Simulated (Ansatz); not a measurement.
NiO (rock salt)

```xyz
2
Lattice="0.0000 2.0943 2.0943 2.0943 0.0000 2.0943 2.0943 2.0943 0.0000" Properties=species:S:1:pos:R:3 pbc="T T T"
O      0.0000     0.0000     0.0000
Ni     2.0943     2.0943     2.0943
```

Two coordinates are scanned: the volume, and the ratio of the stretch along z (the conventional c axis) to the stretch across it. Atoms keep their fractional coordinates.

Level of theory: r2SCAN (plane waves to 500 eV, PAW, scalar-relativistic; Ansatz, a program for electronic structure). k mesh 13×13×13 (Γ-centred), Fermi-Dirac smearing 0.05 eV. Energies are smeared free energies. NiO is run spin-polarised and with no Hubbard U; the real compound is an antiferromagnetic insulator, a state that this run doesn't describe. NiO was relaxed with its symmetry unable to fall. Relaxed NiO ends ferromagnetic. Other magnetic orders were not checked, so this need not be the ground state. The zero of ΔE is the relaxed starting cell.

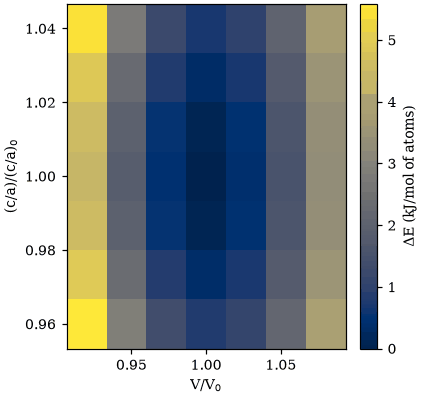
Figure: ΔE (kJ/mol of atoms) over the 7×7 grid of computed points.

The shear modulus C′ = (C11 − C12)/2 (fit, atoms clamped) is 127 GPa. Highest place on the grid: V/V₀ = 0.920, (c/a)/(c/a)₀ = 0.960 (57.9 meV/atom). Lowest place on the grid: V/V₀ = 1.000, (c/a)/(c/a)₀ = 1.000 (0.0 meV/atom).

Near the relaxed cell σzz − σxx = −2Cδ (compression positive), C being this modulus and δ the logarithm of the ratio.

(Under strain, the slope of the energy per volume gives the stress and its curvature an elastic modulus.)
